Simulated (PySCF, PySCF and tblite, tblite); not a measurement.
# C4H5B2FO: a path driven as rotation about a bond, and NMR exchange, part 2 of 2

PySCF and tblite. Atoms count from 0. Earlier steps stand in the parts before.

## 7. Shieldings, saddle of leg 1: PBE0/pcSseg-1

Job settings and geometry (Å):

```
{"job": {"kind": "nmr", "xc": "PBE0", "basis": "pcSseg-1", "pop": false}, "charge": 0, "multiplicity": 1}
B      1.852867     0.190367    -0.603855
C      0.461789    -0.312372    -0.226285
C     -0.095383    -1.625353    -0.370864
C     -1.364175    -1.566678     0.095768
O     -1.655378    -0.317983     0.520005
C     -0.563416     0.444622     0.330998
B     -0.544899     1.966070     0.720919
F     -0.941297     2.857611    -0.152763
H      2.136200     1.301713    -0.369496
H      2.620278    -0.526666    -1.116147
H      0.407869    -2.481459    -0.771126
H     -2.141533    -2.300243     0.183207
H     -0.172923     2.370370     1.759640
```

Standard output:

```text
coarse grid: 11792 points
cycle   1  E = -379.6067034199  dE =  1.301e+00  |g| = 5.813e-01  |ddm| = 3.333e+00
cycle   2  E = -379.5350886277  dE =  7.161e-02  |g| = 8.730e-01  |ddm| = 9.712e-01
cycle   3  E = -379.6727609238  dE = -1.377e-01  |g| = 8.927e-02  |ddm| = 5.986e-01
cycle   4  E = -379.6739611060  dE = -1.200e-03  |g| = 5.367e-02  |ddm| = 1.131e-01
cycle   5  E = -379.6745299989  dE = -5.689e-04  |g| = 1.389e-02  |ddm| = 4.747e-02
cycle   6  E = -379.6745658827  dE = -3.588e-05  |g| = 5.802e-03  |ddm| = 1.607e-02
cycle   7  E = -379.6745737605  dE = -7.878e-06  |g| = 1.420e-03  |ddm| = 5.902e-03
final grid: 116920 points
cycle   8  E = -379.7345148663  dE = -4.040e-05  |g| = 1.147e-02  |ddm| = 2.940e-02
cycle   9  E = -379.7344605682  dE =  5.430e-05  |g| = 2.033e-02  |ddm| = 2.061e-02
cycle  10  E = -379.7345398668  dE = -7.930e-05  |g| = 1.930e-03  |ddm| = 1.411e-02
cycle  11  E = -379.7345407842  dE = -9.174e-07  |g| = 4.501e-04  |ddm| = 2.072e-03
cycle  12  E = -379.7345408306  dE = -4.639e-08  |g| = 1.542e-04  |ddm| = 4.842e-04
cycle  13  E = -379.7345408362  dE = -5.600e-09  |g| = 5.071e-05  |ddm| = 1.692e-04
cycle  14  E = -379.7345408368  dE = -6.069e-10  |g| = 1.300e-05  |ddm| = 5.189e-05
converged SCF energy = -379.7345408368

GIAO shielding tensors (ppm)
atom      isotropic    diamagn.    paramagn.     s11        s22        s33       span
  0 B       35.394     194.166    -158.772    -16.399    -12.171    134.752    151.151
  1 C       44.622     254.245    -209.622    -39.370      5.045    168.191    207.561
  2 C       61.760     254.334    -192.574    -30.657     64.607    151.328    181.985
  3 C       36.251     252.924    -216.673    -44.325     49.552    103.526    147.851
  4 O        6.871     398.465    -391.595   -136.957    -86.300    243.869    380.826
  5 C        7.683     260.513    -252.830    -80.704     -2.753    106.506    187.210
  6 B       48.560     190.061    -141.501     -3.531     53.404     95.808     99.339
  7 F      147.251     466.179    -318.928    -58.781     20.605    479.930    538.711
  8 H       24.720      30.724      -6.005     19.078     26.547     28.534      9.456
  9 H       24.477      30.217      -5.740     19.568     26.365     27.497      7.929
 10 H       24.606      32.193      -7.587     22.994     24.486     26.339      3.345
 11 H       23.974      30.053      -6.079     21.300     24.935     25.686      4.386
 12 H       25.549      28.432      -2.884     23.807     25.268     27.570      3.763
```

Run time: 21 s. Hardware: 1 thread of Arm Neoverse V1, shared host; peak memory 0.76 GiB.

In short: HOMO -7.17 eV, LUMO -1.90 eV; dipole 1.59 D.

The fields below are evaluated on a grid from the run's orbitals.

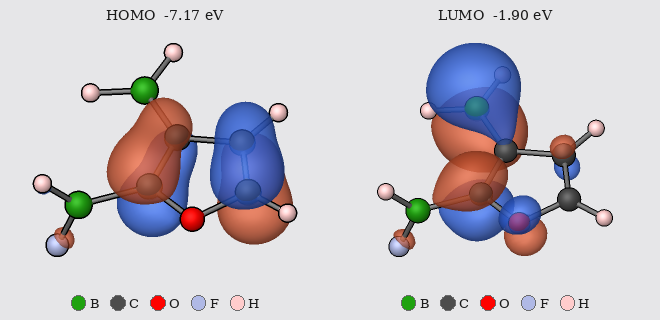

PBE0/pcSseg-1 orbitals near the gap, drawn at the value that encloses 70 % of each; the two colours are the two signs.

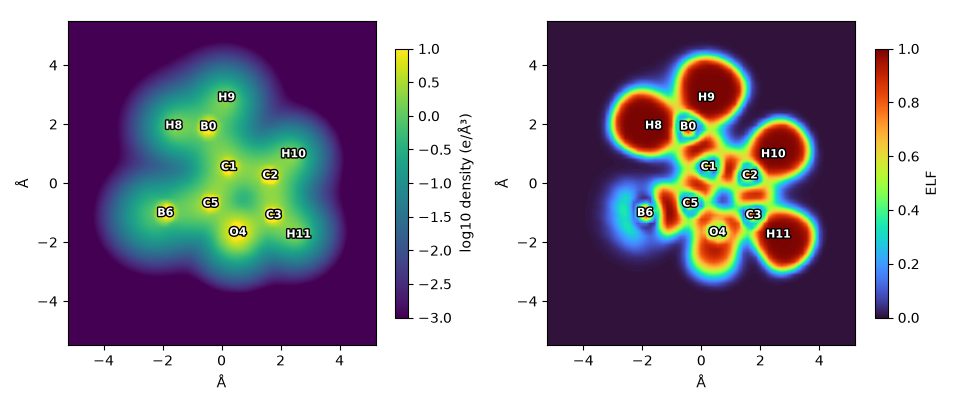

Density (left) and ELF (right) in a plane through or near 11 of the atoms.

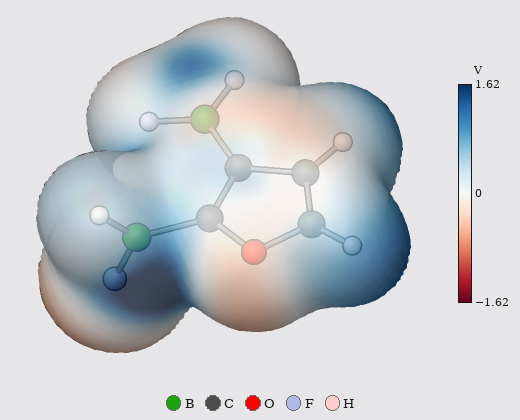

Electrostatic potential on the surface of density 0.002 e/bohr³; red is low, blue high. It runs, from the 1st to the 99th percentile, from -0.60 V near F7 to 1.62 V near B6.

## 8. Shieldings, end: PBE0/pcSseg-1

Job settings and geometry (Å):

```
{"job": {"kind": "nmr", "xc": "PBE0", "basis": "pcSseg-1", "pop": false}, "charge": 0, "multiplicity": 1}
B      1.965003     0.081783    -0.427297
C      0.498033    -0.301965    -0.193227
C     -0.085283    -1.586109    -0.387074
C     -1.402299    -1.472870    -0.058839
O     -1.689550    -0.228445     0.322718
C     -0.555023     0.509812     0.252299
B     -0.591433     1.999337     0.637967
F     -1.733444     2.525595     1.036712
H      2.327718     1.171342    -0.223677
H      2.711447    -0.731876    -0.810064
H      0.418208    -2.468692    -0.725391
H     -2.205014    -2.185826    -0.057945
H      0.339296     2.707562     0.600263
```

Standard output:

```text
coarse grid: 11792 points
cycle   1  E = -379.6278392963  dE =  1.288e+00  |g| = 5.572e-01  |ddm| = 3.370e+00
cycle   2  E = -379.5790228807  dE =  4.882e-02  |g| = 8.048e-01  |ddm| = 9.517e-01
cycle   3  E = -379.6865530373  dE = -1.075e-01  |g| = 6.565e-02  |ddm| = 5.609e-01
cycle   4  E = -379.6872591479  dE = -7.061e-04  |g| = 3.129e-02  |ddm| = 8.314e-02
cycle   5  E = -379.6874616879  dE = -2.025e-04  |g| = 1.165e-02  |ddm| = 3.664e-02
cycle   6  E = -379.6874924006  dE = -3.071e-05  |g| = 2.990e-03  |ddm| = 1.058e-02
cycle   7  E = -379.6874944833  dE = -2.083e-06  |g| = 8.875e-04  |ddm| = 3.016e-03
final grid: 116920 points
cycle   8  E = -379.7475525984  dE = -4.268e-05  |g| = 1.052e-02  |ddm| = 3.123e-02
cycle   9  E = -379.7475116871  dE =  4.091e-05  |g| = 1.803e-02  |ddm| = 1.799e-02
cycle  10  E = -379.7475735853  dE = -6.190e-05  |g| = 2.142e-03  |ddm| = 1.237e-02
cycle  11  E = -379.7475747070  dE = -1.122e-06  |g| = 3.927e-04  |ddm| = 2.205e-03
cycle  12  E = -379.7475747426  dE = -3.562e-08  |g| = 1.238e-04  |ddm| = 4.100e-04
cycle  13  E = -379.7475747463  dE = -3.617e-09  |g| = 4.377e-05  |ddm| = 1.427e-04
cycle  14  E = -379.7475747467  dE = -4.569e-10  |g| = 8.906e-06  |ddm| = 4.239e-05
converged SCF energy = -379.7475747467

GIAO shielding tensors (ppm)
atom      isotropic    diamagn.    paramagn.     s11        s22        s33       span
  0 B       30.506     193.414    -162.907    -27.841    -13.924    133.283    161.124
  1 C       31.190     253.431    -222.241    -58.296    -19.427    171.293    229.589
  2 C       57.609     255.074    -197.465    -29.082     53.697    148.211    177.293
  3 C       32.360     252.691    -220.331    -53.345     42.780    107.645    160.990
  4 O       -5.622     398.061    -403.683   -175.997    -97.236    256.365    432.362
  5 C       10.367     256.835    -246.469    -68.492     -3.953    103.545    172.037
  6 B       60.284     190.685    -130.401     26.688     63.338     90.827     64.139
  7 F      214.251     465.339    -251.088     14.833    110.123    517.798    502.965
  8 H       24.181      30.618      -6.437     18.907     26.055     27.581      8.674
  9 H       24.188      30.088      -5.901     18.884     26.189     27.490      8.607
 10 H       24.462      32.301      -7.839     22.672     24.476     26.238      3.567
 11 H       23.719      29.820      -6.101     20.779     24.581     25.799      5.020
 12 H       26.053      29.690      -3.637     23.119     27.233     27.807      4.687
```

Run time: 15 s. Hardware: 1 thread of Arm Neoverse V1, shared host; peak memory 0.76 GiB.

In short: HOMO -7.50 eV, LUMO -2.55 eV; dipole 2.17 D.

## 9. The path in numbers

Job settings and geometry (Å):

```
{"job": {"smiles": "Bc1ccoc1BF", "charge": 0, "mult": 1, "motion": "rotation", "what": "aryl or vinyl borane", "atoms": [6, 5], "drives": [{"terms": [["t", [7, 6, 5, 4], 0.25], ["t", [7, 6, 5, 1], 0.25], ["t", [12, 6, 5, 4], 0.25], ["t", [12, 6, 5, 1], 0.25]], "by": 180, "n": 12}], "study": "path", "level": {"kind": "nmr", "xc": "PBE0", "basis": "pcSseg-1"}, "fields": [400, 500, 900], "first": 3, "seed": 852, "kind": "path"}, "charge": 0, "multiplicity": 1}
B      1.811305     0.203221    -0.833771
C      0.454580    -0.272665    -0.289880
C     -0.069243    -1.594641    -0.359483
C     -1.290155    -1.566279     0.242369
O     -1.573720    -0.338012     0.681943
C     -0.529616     0.473141     0.372589
B     -0.629261     1.951736     0.784163
F      0.350382     2.789426     0.511325
H      2.140001     1.315263    -0.720732
H      2.508593    -0.572077    -1.363294
H      0.409681    -2.444616    -0.801469
H     -2.024253    -2.331055     0.411964
H     -1.562682     2.387044     1.346549
```

Standard output:

```text
stationary points (kcal/mol above the start)
  n  kind          group   xTB      DFT    lowest mode
  0  minimum      Cs       0.00     0.00      68.5
  1  saddle       C1       6.27     7.50    -127.1
  2  minimum      Cs       0.79    -0.68      89.7

GFN2-xTB energies: T/K, barrier G, reaction G (kcal/mol), k forward, k back (1/s)
 150.00     6.15     0.91   6.77e+03   1.45e+05
 200.00     6.25     0.92   1.24e+06   1.24e+07
 250.00     6.36     0.92   2.88e+07   1.83e+08
 298.15     6.48     0.92   2.23e+08   1.05e+09
 350.00     6.61     0.92   1.09e+09   4.06e+09
 400.00     6.75     0.91   3.43e+09   1.08e+10
 500.00     7.04     0.90   1.74e+10    4.3e+10

PBE0/pcSseg-1 + D3(BJ) energies: T/K, barrier G, reaction G (kcal/mol), k forward, k back (1/s)
 150.00     7.38    -0.56        111       16.9
 200.00     7.48    -0.56   5.65e+04   1.39e+04
 250.00     7.59    -0.55   2.44e+06   7.98e+05
 298.15     7.70    -0.56   2.81e+07    1.1e+07
 350.00     7.84    -0.56   1.87e+08   8.37e+07
 400.00     7.97    -0.56   7.34e+08   3.62e+08
 500.00     8.27    -0.57   5.07e+09   2.84e+09
```

It took 59 s on 1 thread of Arm Neoverse V1, shared host; peak memory 0.76 GiB. This counts the whole study up to here.

Barriers by level (kcal/mol; entropies in cal/(mol K)). Zero-point and thermal terms come from xTB in every row. ΔG‡ leaves symmetry out; the rate counts equivalent paths (a factor of 2); effective ΔG‡, where given, is the barrier that would give that rate by Eyring's equation alone:

```tsv
level	ΔE‡	with zero-point	ΔH‡	ΔS‡	ΔG‡ (298 K)	ΔE of reaction	k at 298 K (1/s)	effective ΔG‡
GFN2-xTB	6.27	5.99	5.51	-3.2	6.48	0.79	2.2e+08	6.06
PBE0/pcSseg-1 + D3(BJ)	7.50	7.22	6.74	-3.2	7.70	-0.68	2.8e+07	7.29
```

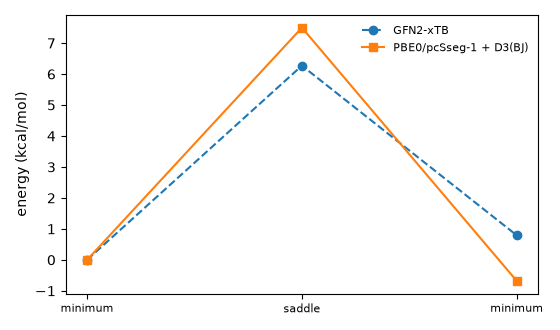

The xTB stationary points, at both levels.

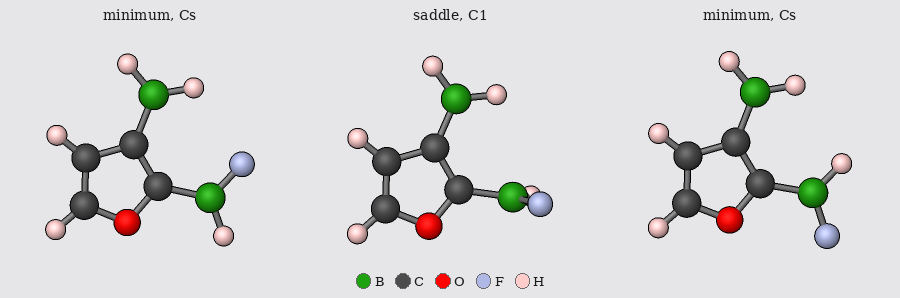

The stationary points in order.

Sites that the driver pairs across this motion, and where their lines would merge (no couplings; faster rotations or exchange between molecules can average them sooner):

```tsv
nucleus	sites: shielding (ppm)	proton frequency (MHz)	spread (Hz)	coalescence (K)	lines at 298 K
13C	C1: 36.7; C1 (end): 31.2	900	1250	172	–
17O	O4: -14.9; O4 (end): -5.6	900	1131	171	–
19F	F7: 213.7; F7 (end): 214.3	900	485	165	–
13C	C3: 30.5; C3 (end): 32.4	900	413	164	–
11B	B6: 59.1; B6 (end): 60.3	900	328	162	–
1H	H8: 23.90; H8 (end): 24.18	900	252	160	–
11B	B0: 30.1; B0 (end): 30.5	900	116	155	–
13C	C5: 10.9; C5 (end): 10.4	900	111	155	–
```

Rows that set an atom against itself at the end compare its shielding in the two forms.

Lines of quadrupolar nuclei are broad, so their coalescence could hardly be seen.

## 10. Results

This closing draws on all 2 parts.

| quantity | value |
| --- | --- |
| barrier (PBE0/pcSseg-1 + D3(BJ)) | ΔE‡ 7.5, ΔG‡(298 K) 7.7 kcal/mol |
| barrier (GFN2-xTB) | ΔE‡ 6.3 kcal/mol |
| rate at 298 K | 2.8e+07 s⁻¹ |
| end of the path | -0.7 kcal/mol from the start |

**Reading.** DFT puts the top 7.5 kcal/mol above the start (xTB: 6.3); the rate from the DFT barrier is 2.8e+07 s⁻¹ at 298 K. An error of 1.4 kcal/mol changes that rate tenfold.
